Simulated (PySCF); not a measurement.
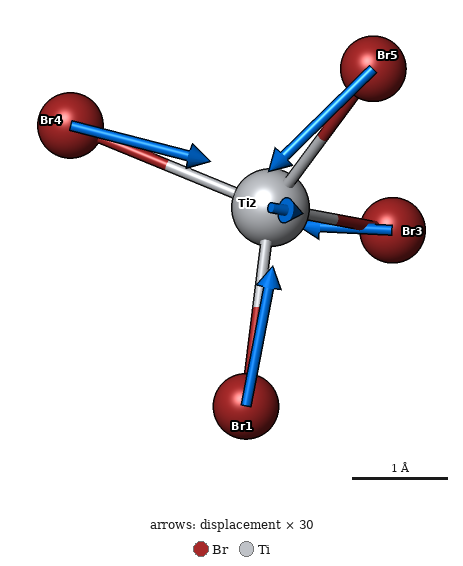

A relaxation of TiBr4. The starting structure is drawn; blue arrows show the displacements, 30 times their true length. The two geometries are superimposed by the best rigid fit.

Style: ball-and-stick. Shown at a tilt.

The start comes from GFN2-xTB.

These are results of PBE0-D3(BJ)/def2-SVP geometry optimisation, gas phase in PySCF 2.14.0, density-fitted response routines, not measurements. 

Which element moves most?

Answer. Bromine: up to 0.052 Å, against 0.015 Å for titanium.

Describe the change and its energy.

Answer. The largest moves after the best rigid fit, 0.052 Å, are those of Br4 and Br5. Largest moves by element: Br 0.052 Å, Ti 0.015 Å. Some distances before and after: Br1–Ti2 2.343 → 2.302 Å, Ti2–Br3 2.342 → 2.310 Å. After 9 geometry steps the energy has fallen by 0.94 kcal/mol.
